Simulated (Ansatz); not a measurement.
# Cl3FGe···NH3: what the fields show

Input file:

```
crystal:
  periodic: [false, false, false]
  atoms:
    - { symbol: Ge, position_ang: [0.0, 0.0, 0.0] }
    - { symbol: F, position_ang: [0.0, 0.0, 2.03] }
    - { symbol: Cl, position_ang: [2.0935, 0.0, -0.7393] }
    - { symbol: Cl, position_ang: [-1.0456, 1.8115, -0.7393] }
    - { symbol: Cl, position_ang: [-1.0456, -1.8115, -0.7393] }
    - { symbol: "N", position_ang: [-2.0973, 0.0, 0.6969] }
    - { symbol: H, position_ang: [-2.8173, -0.6071, 0.2106] }
    - { symbol: H, position_ang: [-2.3831, 0.6071, 1.5174] }
    - { symbol: H, position_ang: [-1.2303, 0.0, 1.7808] }
basis:
  gaussian: { orbitals: def2-SVP }
hamiltonian:
  xc: pbe0
  dispersion: d4
relax:
  f_tol: 0.15
  max_steps: 25
  restrain:
    - { distance: [0, 5], at: 3.11, k: 30.0 }
    - { distance: [8, 1], at: 2.12, k: 30.0 }
    - { distance: [0, 1], at: 1.68, k: 30.0 }
    - { distance: [8, 5], at: 1.06, k: 30.0 }
output:
  orbitals: {}
```

Run with:

```sh
ansatz run input.yaml --threads 4 --pin off --max-ram 5120MiB --backend cpu --events-out ev --progress --plain --runs-dir out
```

The fields are those of the run's last geometry, not of the input's.

Not at a stationary point (largest force 0.9 eV/Å).

Computed with Ansatz 0.2.0, RKS PBE0-D4/def2-SVP.

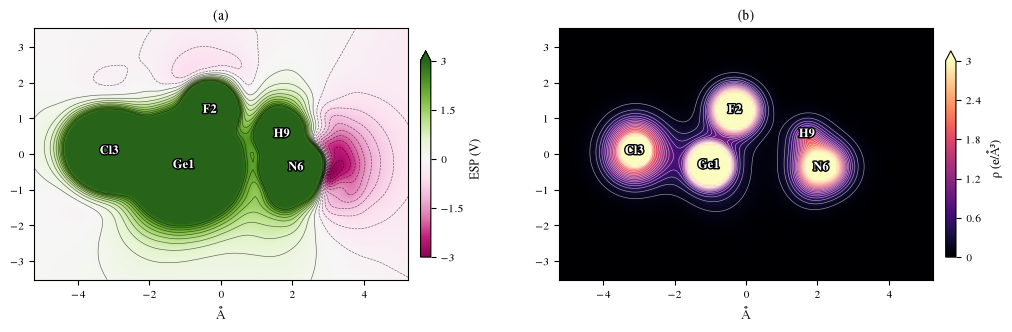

Figure 1. (a) electrostatic potential; (b) electron density on the plane of atoms F2, Ge1 and Cl3.

Q: What does the map show?

A: The section cuts through Ge, F, Cl, N and H sites.
Ge1···N6 (3.12 Å): the density falls to about 0.08 e/Å³ on the way.
Ge–F (1.70 Å): ρ at the midpoint is about 0.99 e/Å³.
Ge–Cl (2.13 Å): ρ is about 0.78 e/Å³ halfway.
N–H (1.03 Å): ρ is about 2.7 e/Å³ halfway.
Outside the dense part of the complex the potential is most negative (−2.8 V) near N6.

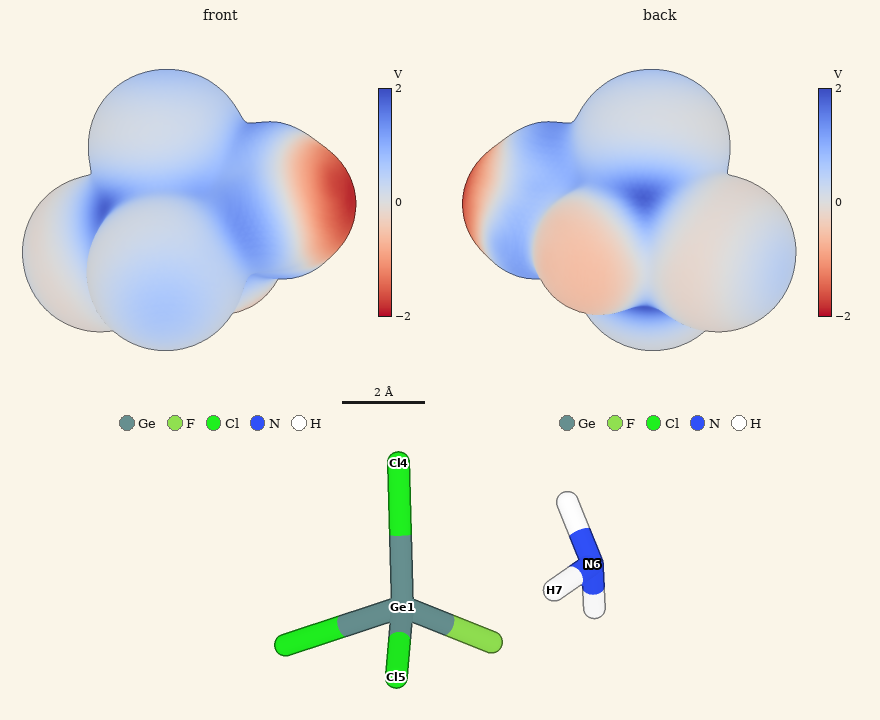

Figure 2. The electrostatic potential painted on the density surface at 0.002 e/bohr³, seen from the front and from behind; the colour scale runs from red (negative) to blue (positive). The bare structure is drawn below in the same view.

Q: Which sites attract a positive test charge, and which a negative one?

A: A positive charge is drawn to the negative regions and a negative charge to the positive ones. The most negative region (about −1.8 V) lies over N6, the most positive (about +1.7 V) over Ge1. Cl3 shows a σ-hole: about +0.4 V at the tip opposite its bond, against about −0.1 V on its flanks. N6 is the likeliest acceptor of a hydrogen bond.

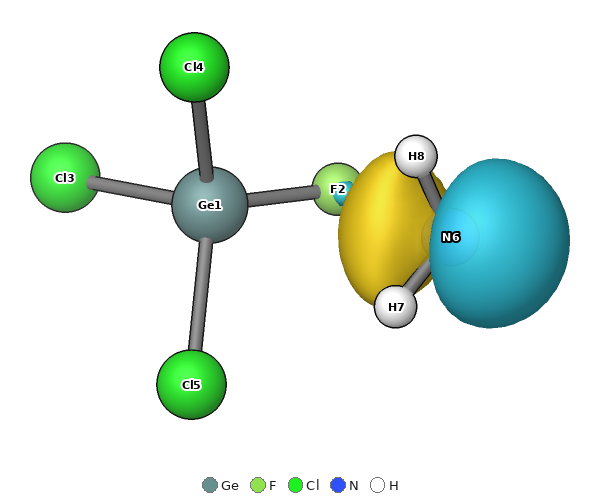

Figure 3. The HOMO at ±0.2 Å⁻³ᐟ² (yellow and cyan are the two phases), seen at a tilt.

Q: Where does this orbital lie, and at what energy?

A: Its weight (Hirshfeld) is mainly on N6 (about 75 %); largely a lone pair of N6. Its energy is −7.37 eV.
